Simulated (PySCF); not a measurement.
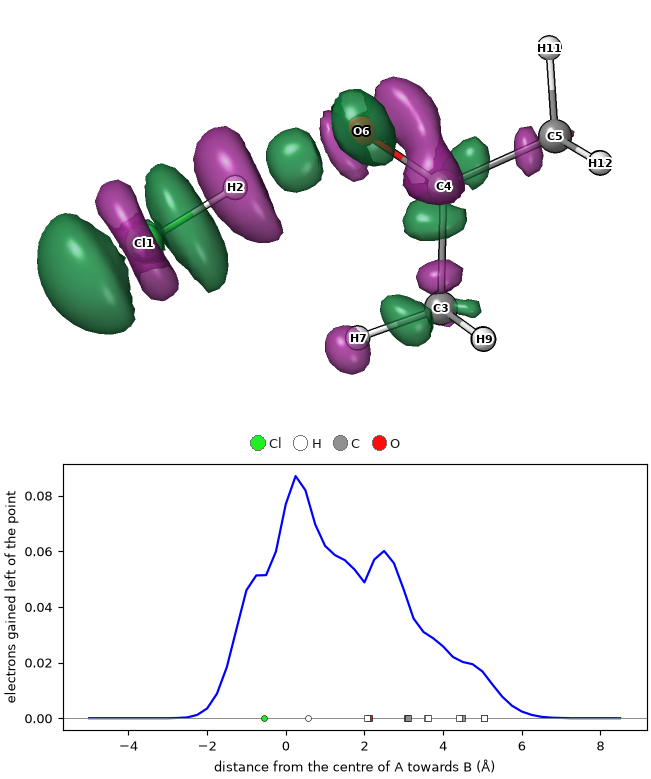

*C3H7ClO, SMILES `Cl.CC(C)=O`. Density of the complex less the densities of the two fragments at the same geometry, ±0.01 e/Å³ (green: gain, purple: loss). Fragment A: HCl (atoms 1–2); fragment B: H6C3O. Below: the charge-displacement curve along the line of centres (A on the left).*

Level of theory: PBE/def2-SVP (PySCF), at a geometry from GFN2-xTB. GFN2-xTB bond lengths at metals and heavier atoms can be off by up to 0.1 Å and shapes distorted, which carries into these values.

Geometry (Å), atoms numbered from 1:

```
Cl1      2.5073    0.0427    0.0021
H2       1.2876    0.5172   -0.0022
C3      -0.9428   -1.3834   -0.0017
C4      -1.2339    0.0880   -0.0025
C5      -2.6905    0.4549    0.0022
O6      -0.3624    0.9306   -0.0049
H7       0.1282   -1.5639   -0.0233
H8      -1.3857   -1.8444    0.8846
H9      -1.3924   -1.8452   -0.8714
H10     -3.1725    0.0372    0.8916
H11     -2.8077    1.5351    0.0021
H12     -3.1792    0.0364   -0.8666
```

How is the density rearranged on binding?

Answer. Hirshfeld charges show 0.059 e passing from B to A. By Hirshfeld charges, electrons gather most on Cl1 (−0.085 e) and leave H2 most (+0.026 e); 0.17 e is displaced in all, which induces a dipole of 1.60 D.

What is the interaction energy, and which contacts carry it?

Answer. The counterpoise-corrected interaction energy of the frozen fragments is −6.8 kcal/mol without dispersion correction and −8.0 kcal/mol with D3(BJ). The pair geometry is semi-empirical, not a minimum at this level. Contacts: H2···O6, hydrogen bond, 1.70 Å, ρ = 0.047 a.u.; Cl1···H7, weak C–H hydrogen bond, 2.87 Å, ρ = 0.008 a.u. The pose is a local one from a semi-empirical search, not shown to be the most stable.
